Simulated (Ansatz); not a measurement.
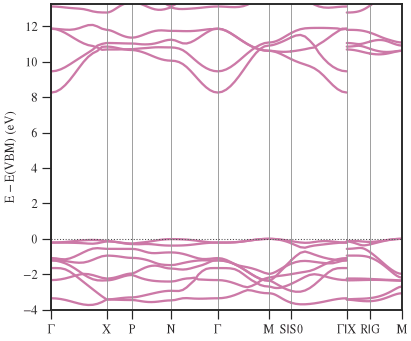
*Band structure from r²SCAN in the plane-wave PAW code Ansatz*

Problem. Read off the gap and where the band edges lie.

Solution. About 8.3 eV (8.26 eV by a search for the band edges); maximum at M, minimum at Γ.

The material is BPO4 in space group I-4 (No. 82; P on 2a, B on 2c, O on 8g).

The workflow started from an entry of the Crystallography Open Database (COD), which files this formula under 2 space groups. Whether it is the stable phase at ambient conditions was not checked. The r²SCAN relaxation kept the symmetry of its start; whether a distortion lowers the energy is not shown.

Potentials: the later of the program's two PAW sets.
